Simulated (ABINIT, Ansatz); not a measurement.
# WS2 (P-3m1): zone-centre phonons

Aim: the zone-centre modes of WS2 (P-3m1).

Calculated with ABINIT 10.8.3; DFT LDA, scalar-relativistic, plane waves, PseudoDojo norm-conserving pseudopotentials.

## (1) Set-up

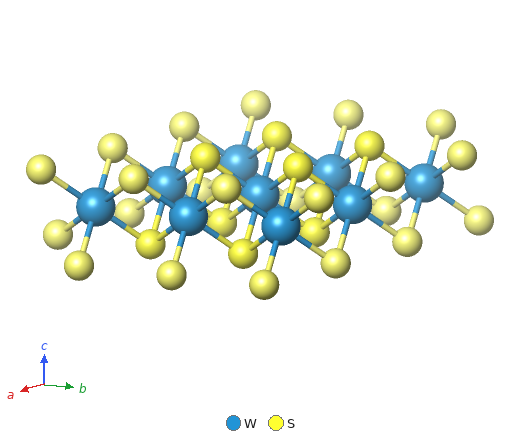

The starting structure, seen from a free direction (tungsten blue, sulfur yellow). 2×2×1 cells are drawn. Some periodic images of atoms are drawn too.

The cell holds 3 atoms: 1 W and 2 S. Cell: a = 3.170 Å, b = 3.170 Å, c = 15.900 Å, α = 90.0°, β = 90.0°, γ = 120.0°. Vacuum lies along c.

Coordinates:

```
W S
1.0
     3.17000    0.00000    0.00000
    -1.58500    2.74530    0.00000
     0.00000    0.00000   15.90000
W S
1 2
Direct
  0.00000 0.00000 0.50000
  0.33333 0.66667 0.58969
  0.66667 0.33333 0.41031
```

## (2) A probe with smearing

A first run with smearing and empty bands tells whether the crystal has a gap, which decides between fixed occupations and smearing later on.

The input, probe.abi:

```
# ground state
tolvrs 1.0d-08
prtden 1
prtwf 1

# basis, mesh and filling
ecut 29.0
ngkpt 6 6 1
nshiftk 1
shiftk 0.0 0.0 0.0
istwfk *1
occopt 7
tsmear 0.005
nband 20
nstep 100
diemac 9.0
prtebands 0
prtgsr 0
useylm 1

# cell and atoms
acell 5.990431237 5.990431237 30.04664538
rprim 
    1.0 0.0 0.0
    -0.5 0.8660254038 0.0
    0.0 0.0 1.0
ntypat 2
znucl 74 16
natom 3
typat 1 2 2
xred 
    0.0 0.0 0.5
    1/3 2/3 0.5896860000
    2/3 1/3 0.4103140000
pp_dirpath "./pseudo"
pseudos "W.upf, S.upf"
```

Command:

```console
> OMP_NUM_THREADS=1 mpirun -n 4 abinit probe.abi > probe.log
```

Numbers of over 12 decimals in the logs are rounded to 6 here.

probe.abo, the main output file:

```text
[banners, grids, parts of the stress and lines that vanish by symmetry left out]
- input  file    -> probe.abi
- output file    -> probe.abo
- root for input  files -> probei
[...]
Symmetries : space group P-3 m 1 (#164); Bravais hP (primitive hexag.)
[...]
mpw =        7015          nfft =      135000          nkpt =           7
[...]
== DATASET  1 ==================================================================
[...]
cutoff_energies: {ecut:  29.0, pawecutdg:  -1.0, }
[...]
ETOT  1  -97.988711072913    -9.799E+01 7.794E-02 1.709E+02
 ETOT  2  -98.017089355593    -2.838E-02 1.004E-02 1.061E+03
 ETOT  3  -98.093566210620    -7.648E-02 9.416E-03 5.948E+01
 ETOT  4  -98.094254409412    -6.882E-04 9.826E-04 4.717E+01
 ETOT  5  -98.095014569009    -7.602E-04 9.060E-04 3.705E+00
[...]
ETOT 14  -98.095025046736    -1.358E-10 5.921E-07 1.766E-07
 ETOT 15  -98.095025046720     1.685E-11 9.114E-08 4.956E-09
 At SCF step   15       vres2   =  4.96E-09 < tolvrs=  1.00E-08 =>converged.
[...]
sigma(1 1)= -1.37239918E-04  sigma(3 2)=  0.00000000E+00
  sigma(2 2)= -1.37239918E-04  sigma(3 1)=  0.00000000E+00
  sigma(3 3)= -2.84932385E-04  sigma(2 1)=  0.00000000E+00
[...]
convergence: {deltae:  1.685E-11, res2:  4.956E-09, residm:  9.114E-08, diffor: null, }
etotal    :  -9.80950250E+01
[...]
sigma(1 1)= -1.37239918E-04  sigma(3 2)=  0.00000000E+00
  sigma(2 2)= -1.37239918E-04  sigma(3 1)=  0.00000000E+00
  sigma(3 3)= -2.84932385E-04  sigma(2 1)=  0.00000000E+00
[...]
- sigma(1 1)= -4.03773778E+00  sigma(3 2)=  0.00000000E+00
- sigma(2 2)= -4.03773778E+00  sigma(3 1)=  0.00000000E+00
- sigma(3 3)= -8.38300020E+00  sigma(2 1)=  0.00000000E+00
[...]
fcart     -0.0000000000E+00 -0.0000000000E+00  6.9388939039E-18
           strten     -1.3723991776E-04 -1.3723991779E-04 -2.8493238538E-04
================================================================================

[key lines of the parts left out:]
pressure_GPa:   5.4862E+00
```

The job ended after 17 s (4 MPI ranks of Arm Neoverse V2, shared host).

Read from the output:

* gap on the k-mesh: 0 eV
* area per atom: 2.901 Å²

No gap opens on this mesh, so smearing is kept.

## (3) Rough relaxation

The typed start is rough, so a first relaxation with smearing and loose thresholds takes it towards rest cheaply.

The input, prerelax.abi:

```
# relaxation
ionmov 2
optcell 9
dilatmx 1.15
chkdilatmx 0
ntime 40
tolmxf 3.0d-04
tolvrs 1.0d-10
prtwf 0
prtden 0
chksymtnons 0

# basis, mesh and filling
ecut 30.0
ecutsm 3.0
ngkpt 6 6 1
nshiftk 1
shiftk 0.0 0.0 0.0
istwfk *1
occopt 7
tsmear 0.005
nband 20
nstep 100
diemac 1000000.0
prtebands 0
prtgsr 0
useylm 1

# cell and atoms
acell 5.990431237 5.990431237 30.04664538
rprim 
    1.0 0.0 0.0
    -0.5 0.8660254038 0.0
    0.0 0.0 1.0
ntypat 2
znucl 74 16
natom 3
typat 1 2 2
xred 
    0.0 0.0 0.5
    1/3 2/3 0.5896860000
    2/3 1/3 0.4103140000
pp_dirpath "./pseudo"
pseudos "W.upf, S.upf"
```

Command:

```console
> OMP_NUM_THREADS=1 mpirun -n 4 abinit prerelax.abi > prerelax.log
```

prerelax.abo, the main output file:

```text
[banners, grids, parts of the stress and lines that vanish by symmetry left out]
- input  file    -> prerelax.abi
- output file    -> prerelax.abo
- root for input  files -> prerelaxi
[...]
Symmetries : space group P-3 m 1 (#164); Bravais hP (primitive hexag.)
[...]
mpw =       11239          nfft =      233280          nkpt =           7
[...]
== DATASET  1 ==================================================================
[...]
cutoff_energies: {ecut:  30.0, pawecutdg:  -1.0, }
[...]
ETOT  1  -97.987064897911    -9.799E+01 9.775E-02 2.781E+02
 ETOT  2  -98.024963615516    -3.790E-02 8.062E-03 1.869E+03
 ETOT  3  -98.093585972839    -6.862E-02 1.447E-03 1.970E+02
 ETOT  4  -98.094017797417    -4.318E-04 7.074E-04 1.546E+02
 ETOT  5  -98.094809039470    -7.912E-04 2.074E-04 6.316E+01
[...]
At SCF step   25       vres2   =  1.83E-11 < tolvrs=  1.00E-10 =>converged.
[...]
ETOT 22  -98.107021470604    -1.144E-11 6.145E-09 9.241E-11
 At SCF step   22       vres2   =  9.24E-11 < tolvrs=  1.00E-10 =>converged.
[...]
sigma(1 1)= -5.17413574E-08  sigma(3 2)=  0.00000000E+00
  sigma(2 2)= -5.17413897E-08  sigma(3 1)=  0.00000000E+00
  sigma(3 3)=  1.62269396E-06  sigma(2 1)=  0.00000000E+00
[...]
convergence: {deltae: -1.144E-11, res2:  9.241E-11, residm:  6.145E-09, diffor: null, }
etotal    :  -9.81070215E+01
[...]
At Broyd/MD step   9, gradients are converged :
[...]
sigma(1 1)= -5.17413574E-08  sigma(3 2)=  0.00000000E+00
  sigma(2 2)= -5.17413897E-08  sigma(3 1)=  0.00000000E+00
  sigma(3 3)=  1.62269396E-06  sigma(2 1)=  0.00000000E+00
[...]
- sigma(1 1)= -1.52228329E-03  sigma(3 2)=  0.00000000E+00
- sigma(2 2)= -1.52228424E-03  sigma(3 1)=  0.00000000E+00
- sigma(3 3)=  4.77413045E-02  sigma(2 1)=  0.00000000E+00
[...]
fcart      6.0730761191E-29  3.1556629189E-28 -0.0000000000E+00
           strten     -5.1741357427E-08 -5.1741389705E-08  1.6226939573E-06
================================================================================

[key lines of the parts left out:]
pressure_GPa:  -1.4899E-02
Total energy (etotal) [Ha]= -9.81070214706041E+01
```

Run time: 4.5 min. Hardware: 4 MPI ranks; 18 min of CPU time.

Step by step:

| step | energy less that of the first step (eV) | largest force (eV/Å) | volume (Å³) |
| --- | --- | --- | --- |
| 1 | 0.0000 | 2.5710 | 138.37 |
| 2 | -0.1397 | 1.8350 | 139.54 |
| 3 | -0.2808 | 0.3941 | 141.68 |
| 4 | -0.2885 | 0.1836 | 141.60 |
| 5 | -0.2987 | 0.0307 | 140.81 |
| 6 | -0.3128 | 0.2164 | 138.79 |
| 7 | -0.3243 | 0.2234 | 136.22 |
| 8 | -0.3284 | 0.0866 | 134.86 |
| 9 | -0.3288 | 0.0127 | 134.76 |

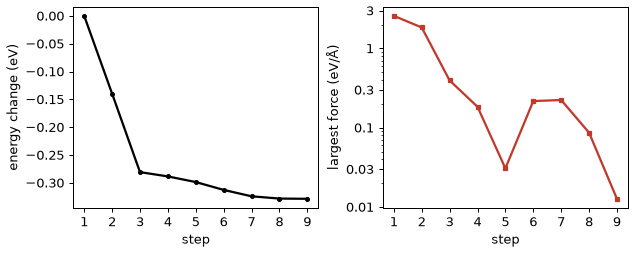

Energy and largest force along the relaxation.

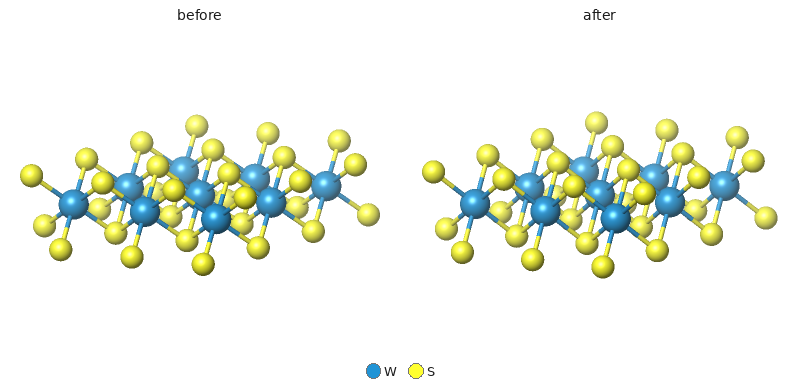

The structure before and after the relaxation, drawn at the same scale.

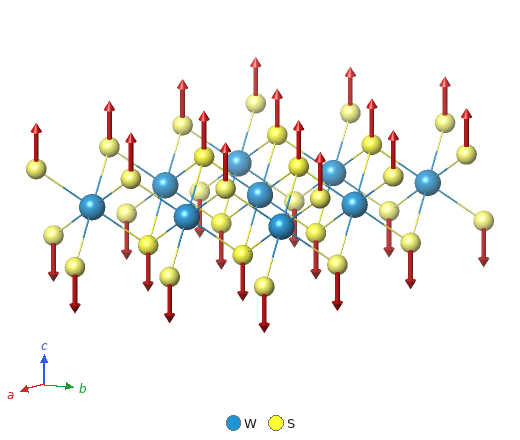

Displacements in the relaxation, exaggerated, measured against the changing cell; the longest in the cell stands for 0.15 Å. 2×2×1 cells are drawn. Some periodic images of atoms are drawn too.

| cell as run | before | after | change |
| --- | --- | --- | --- |
| a (Å) | 3.170 | 3.128 | -1.3 % |
| b (Å) | 3.170 | 3.128 | -1.3 % |

The atoms that moved most (Å, along periodic axes as changes of fractional coordinates times the final cell, across vacuum about the mean position):

| atom | dx | dy | dz | length |
| --- | --- | --- | --- | --- |
| S3 | 0.000 | 0.000 | -0.151 | 0.151 |
| S2 | 0.000 | 0.000 | 0.151 | 0.151 |

The relaxed structure:

```cif
data_structure
_symmetry_space_group_name_H-M 'P 1'
_symmetry_Int_Tables_number 1
_cell_length_a 3.1283
_cell_length_b 3.1283
_cell_length_c 15.9000
_cell_angle_alpha 90.000
_cell_angle_beta 90.000
_cell_angle_gamma 120.000
_cell_volume 134.76
loop_
_atom_site_label
_atom_site_type_symbol
_atom_site_fract_x
_atom_site_fract_y
_atom_site_fract_z
_atom_site_occupancy
W1 W 0.00000 0.00000 0.50000 1
S2 S 0.33333 0.66667 0.59920 1
S3 S 0.66667 0.33333 0.40080 1
```

Read from the output:

```
area per atom : 2.825 Å²
```

The volume changes by -2.6 % in this run and stands -2.6 % from the first cell.

## (4) Relaxing the cell and atoms

The in-plane cell and the atoms are brought to rest; the spacing across the vacuum is kept.

The input, relax.abi:

```
# relaxation
ionmov 2
optcell 9
dilatmx 1.08
ntime 40
tolmxf 1.0d-05
tolvrs 1.0d-14
prtwf 0
prtden 0
chksymtnons 0

# basis, mesh and filling
ecut 36.0
ecutsm 3.0
ngkpt 15 15 1
nshiftk 1
shiftk 0.0 0.0 0.0
istwfk *1
occopt 7
tsmear 0.01
nband 20
nstep 100
diemac 1000000.0
prtebands 0
prtgsr 0
useylm 1

# cell and atoms
acell 5.911655906 5.911655906 30.04664538
rprim 
    1.0 0.0 0.0
    -0.5 0.8660254038 0.0
    0.0 0.0 1.0
ntypat 2
znucl 74 16
natom 3
typat 1 2 2
xred 
    0.0 0.0 0.5
    1/3 2/3 0.5992008222
    2/3 1/3 0.4007991778
pp_dirpath "./pseudo"
pseudos "W.upf, S.upf"
```

Command:

```console
> OMP_NUM_THREADS=1 mpirun -n 4 abinit relax.abi > relax.log
```

relax.abo, the main output file:

```text
[banners, grids, parts of the stress and lines that vanish by symmetry left out]
- input  file    -> relax.abi
- output file    -> relax.abo
- root for input  files -> relaxi
[...]
Symmetries : space group P-3 m 1 (#164); Bravais hP (primitive hexag.)
[...]
mpw =       11861          nfft =      233280          nkpt =          27
[...]
== DATASET  1 ==================================================================
[...]
cutoff_energies: {ecut:  36.0, pawecutdg:  -1.0, }
[...]
ETOT  1  -98.001572551290    -9.800E+01 1.012E-01 2.352E+02
 ETOT  2  -98.000387890840     1.185E-03 1.565E-02 3.152E+03
 ETOT  3  -98.104479454996    -1.041E-01 1.786E-03 2.472E+02
 ETOT  4  -98.105802452391    -1.323E-03 1.087E-03 1.508E+02
 ETOT  5  -98.106567153228    -7.647E-04 4.266E-04 6.097E+01
[...]
At SCF step   26       vres2   =  8.03E-15 < tolvrs=  1.00E-14 =>converged.
[...]
sigma(1 1)=  4.29097605E-06  sigma(3 2)=  0.00000000E+00
  sigma(2 2)=  4.29097601E-06  sigma(3 1)=  0.00000000E+00
  sigma(3 3)= -1.06426716E-05  sigma(2 1)=  0.00000000E+00
[...]
convergence: {deltae:  1.282E-11, res2:  8.031E-15, residm:  3.921E-05, diffor: null, }
etotal    :  -9.81067096E+01
[...]
ETOT  1  -98.106616207170    -9.811E+01 7.875E-05 8.375E+00
[...]
At SCF step   26       vres2   =  6.86E-17 < tolvrs=  1.00E-14 =>converged.
[...]
sigma(1 1)=  4.77853273E-06  sigma(3 2)=  0.00000000E+00
  sigma(2 2)=  4.77853269E-06  sigma(3 1)=  0.00000000E+00
  sigma(3 3)= -9.28029294E-06  sigma(2 1)=  0.00000000E+00
[...]
convergence: {deltae: -2.022E-11, res2:  6.858E-17, residm:  5.285E-07, diffor: null, }
etotal    :  -9.81067156E+01
[...]
ETOT  1  -98.086495426203    -9.809E+01 6.162E+01 1.622E+03
[...]
At SCF step   26       vres2   =  7.34E-16 < tolvrs=  1.00E-14 =>converged.
[...]
sigma(1 1)=  8.39638854E-06  sigma(3 2)=  0.00000000E+00
  sigma(2 2)=  8.39638850E-06  sigma(3 1)=  0.00000000E+00
  sigma(3 3)=  3.98740496E-06  sigma(2 1)=  0.00000000E+00
[...]
convergence: {deltae:  1.040E-11, res2:  7.338E-16, residm:  4.268E-07, diffor: null, }
etotal    :  -9.81067502E+01
[...]
ETOT  1  -98.104293638281    -9.810E+01 9.751E-02 1.853E+02
[...]
At SCF step   25       vres2   =  5.65E-15 < tolvrs=  1.00E-14 =>converged.
[...]
sigma(1 1)=  7.50122181E-06  sigma(3 2)=  0.00000000E+00
  sigma(2 2)=  7.50122178E-06  sigma(3 1)=  0.00000000E+00
  sigma(3 3)=  4.48253682E-06  sigma(2 1)=  0.00000000E+00
[...]
convergence: {deltae: -1.265E-11, res2:  5.653E-15, residm:  1.038E-07, diffor: null, }
etotal    :  -9.81067550E+01
[...]
ETOT  1  -98.064176563447    -9.806E+01 5.007E+01 3.126E+03
[...]
At SCF step   26       vres2   =  7.92E-15 < tolvrs=  1.00E-14 =>converged.
[...]
sigma(1 1)=  1.50989244E-06  sigma(3 2)=  0.00000000E+00
  sigma(2 2)=  1.50989241E-06  sigma(3 1)=  0.00000000E+00
  sigma(3 3)=  2.24519964E-06  sigma(2 1)=  0.00000000E+00
[...]
convergence: {deltae: -6.324E-12, res2:  7.919E-15, residm:  6.476E-07, diffor: null, }
etotal    :  -9.81067672E+01
[...]
ETOT  1  -98.106448955725    -9.811E+01 1.637E-04 2.238E+01
[...]
At SCF step   25       vres2   =  4.08E-15 < tolvrs=  1.00E-14 =>converged.
[...]
sigma(1 1)=  2.13210049E-07  sigma(3 2)=  0.00000000E+00
  sigma(2 2)=  2.13210016E-07  sigma(3 1)=  0.00000000E+00
  sigma(3 3)=  5.34751058E-07  sigma(2 1)=  0.00000000E+00
[...]
convergence: {deltae:  7.617E-12, res2:  4.083E-15, residm:  2.340E-08, diffor: null, }
etotal    :  -9.81067678E+01
[...]
ETOT  1  -98.106763483610    -9.811E+01 4.369E-07 3.729E-01
[...]
ETOT 22  -98.106767877902     1.705E-12 4.753E-11 3.294E-14
 ETOT 23  -98.106767877905    -2.771E-12 2.282E-11 8.594E-15
 At SCF step   23       vres2   =  8.59E-15 < tolvrs=  1.00E-14 =>converged.
[...]
sigma(1 1)= -8.60487696E-09  sigma(3 2)=  0.00000000E+00
  sigma(2 2)= -8.60490984E-09  sigma(3 1)=  0.00000000E+00
  sigma(3 3)=  1.05646944E-08  sigma(2 1)=  0.00000000E+00
[...]
convergence: {deltae: -2.771E-12, res2:  8.594E-15, residm:  2.282E-11, diffor: null, }
etotal    :  -9.81067679E+01
[...]
At Broyd/MD step   7, gradients are converged :
[...]
sigma(1 1)= -8.60487696E-09  sigma(3 2)=  0.00000000E+00
  sigma(2 2)= -8.60490984E-09  sigma(3 1)=  0.00000000E+00
  sigma(3 3)=  1.05646944E-08  sigma(2 1)=  0.00000000E+00
[...]
- sigma(1 1)= -2.53164221E-04  sigma(3 2)=  0.00000000E+00
- sigma(2 2)= -2.53165188E-04  sigma(3 1)=  0.00000000E+00
- sigma(3 3)=  3.10824042E-04  sigma(2 1)=  0.00000000E+00
[...]
fcart     -0.0000000000E+00 -0.0000000000E+00 -0.0000000000E+00
           strten     -8.6048769595E-09 -8.6049098403E-09  1.0564694439E-08
================================================================================

[key lines of the parts left out:]
pressure_GPa:   6.5168E-05
Total energy (etotal) [Ha]= -9.81067678779050E+01
```

Run time: 13 min. Hardware: 4 MPI ranks; 54 min of CPU time.

The steps of the relaxation:

| step | energy less that of the first step (eV) | largest force (eV/Å) | volume (Å³) |
| --- | --- | --- | --- |
| 1 | 0.0000 | 0.0835 | 134.76 |
| 2 | -0.0002 | 0.0727 | 134.72 |
| 3 | -0.0011 | 0.0310 | 134.26 |
| 4 | -0.0012 | 0.0347 | 134.12 |
| 5 | -0.0016 | 0.0173 | 133.55 |
| 6 | -0.0016 | 0.0041 | 133.51 |
| 7 | -0.0016 | 0.0001 | 133.52 |

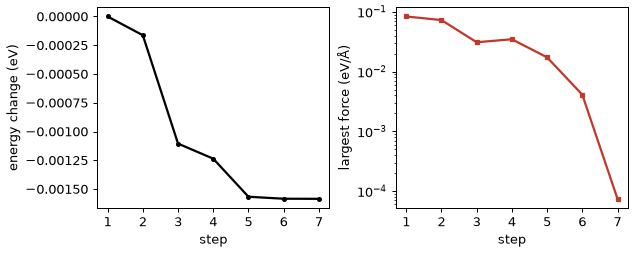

Energy and largest force along the relaxation.

| cell as run | before | after | change |
| --- | --- | --- | --- |
| a (Å) | 3.128 | 3.114 | -0.5 % |
| b (Å) | 3.128 | 3.114 | -0.5 % |

The atoms that moved most (Å, along periodic axes as changes of fractional coordinates times the final cell, across vacuum about the mean position):

| atom | dx | dy | dz | length |
| --- | --- | --- | --- | --- |
| S3 | 0.000 | 0.000 | -0.013 | 0.013 |
| S2 | 0.000 | 0.000 | 0.013 | 0.013 |

The relaxed structure:

```cif
data_structure
_symmetry_space_group_name_H-M 'P 1'
_symmetry_Int_Tables_number 1
_cell_length_a 3.1139
_cell_length_b 3.1139
_cell_length_c 15.9000
_cell_angle_alpha 90.000
_cell_angle_beta 90.000
_cell_angle_gamma 120.000
_cell_volume 133.52
loop_
_atom_site_label
_atom_site_type_symbol
_atom_site_fract_x
_atom_site_fract_y
_atom_site_fract_z
_atom_site_occupancy
W1 W 0.00000 0.00000 0.50000 1
S2 S 0.33333 0.66667 0.60002 1
S3 S 0.66667 0.33333 0.39998 1
```

Numbers from this step:

- area per atom: 2.799 Å²

The volume changes by -0.9 % in this run and stands -3.5 % from the first cell.

## (5) Ground state

First-order wavefunctions inherit every error of the ground state, hence the very tight tolvrs. Smearing stays on, as the first look found no gap above 0.3 eV.

The input, gs.abi:

```
# ground state
tolvrs 1.0d-16
prtden 1
prtwf 1

# basis, mesh and filling
ecut 29.0
ngkpt 15 15 1
nshiftk 1
shiftk 0.0 0.0 0.0
istwfk *1
occopt 7
tsmear 0.01
nband 20
nstep 100
diemac 1000000.0
prtebands 0
prtgsr 0
useylm 1

# cell and atoms
acell 5.884418061 5.884418061 30.04664538
rprim 
    1.0 0.0 0.0
    -0.5 0.8660254038 0.0
    0.0 0.0 1.0
ntypat 2
znucl 74 16
natom 3
typat 1 2 2
xred 
    0.0 0.0 0.5
    1/3 2/3 0.6000207738
    2/3 1/3 0.3999792262
pp_dirpath "./pseudo"
pseudos "W.upf, S.upf"
```

Command:

```console
> OMP_NUM_THREADS=1 mpirun -n 4 abinit gs.abi > gs.log
```

gs.abo, the main output file:

```text
[banners, grids, parts of the stress and lines that vanish by symmetry left out]
- input  file    -> gs.abi
- output file    -> gs.abo
- root for input  files -> gsi
[...]
Symmetries : space group P-3 m 1 (#164); Bravais hP (primitive hexag.)
[...]
mpw =        6759          nfft =      135000          nkpt =          27
[...]
== DATASET  1 ==================================================================
[...]
cutoff_energies: {ecut:  29.0, pawecutdg:  -1.0, }
[...]
ETOT  1  -98.002050197035    -9.800E+01 7.700E-02 1.369E+02
 ETOT  2  -97.997402659134     4.648E-03 2.271E-02 1.918E+03
 ETOT  3  -98.104048745002    -1.066E-01 7.734E-03 1.527E+02
 ETOT  4  -98.105430326656    -1.382E-03 9.013E-04 9.380E+01
 ETOT  5  -98.106296912053    -8.666E-04 1.442E-03 3.625E+01
[...]
ETOT 30  -98.106444918437     4.093E-12 2.350E-06 1.081E-16
 ETOT 31  -98.106444918433     3.610E-12 2.815E-06 6.162E-17
 At SCF step   31       vres2   =  6.16E-17 < tolvrs=  1.00E-16 =>converged.
[...]
sigma(1 1)=  3.11269958E-06  sigma(3 2)=  0.00000000E+00
  sigma(2 2)=  3.11269955E-06  sigma(3 1)=  0.00000000E+00
  sigma(3 3)=  3.23210988E-06  sigma(2 1)=  0.00000000E+00
[...]
convergence: {deltae:  3.610E-12, res2:  6.162E-17, residm:  2.815E-06, diffor: null, }
etotal    :  -9.81064449E+01
[...]
sigma(1 1)=  3.11269958E-06  sigma(3 2)=  0.00000000E+00
  sigma(2 2)=  3.11269955E-06  sigma(3 1)=  0.00000000E+00
  sigma(3 3)=  3.23210988E-06  sigma(2 1)=  0.00000000E+00
[...]
- sigma(1 1)=  9.15787835E-02  sigma(3 2)=  0.00000000E+00
- sigma(2 2)=  9.15787826E-02  sigma(3 1)=  0.00000000E+00
- sigma(3 3)=  9.50919558E-02  sigma(2 1)=  0.00000000E+00
[...]
fcart     -1.2202374453E-28 -3.5225220875E-28 -0.0000000000E+00
           strten      3.1126995845E-06  3.1126995515E-06  3.2321098846E-06
================================================================================

[key lines of the parts left out:]
pressure_GPa:  -9.2750E-02
```

Elapsed: 85 s, on 4 MPI ranks; 5.7 min of CPU time.

(Continued in part 2 of 3.)

[Host names and launcher messages were left out of these logs when they were recorded.]

[Logs are printed without paths, hosts, clocks, repeated set-up lines and the standing remarks that a program may print on its own settings, such as how far it seeks lower states.]

[Hosts, paths, dates, database ids (printed as entryN), source tags and the programs' standing remarks are cut or masked in the printed files.]
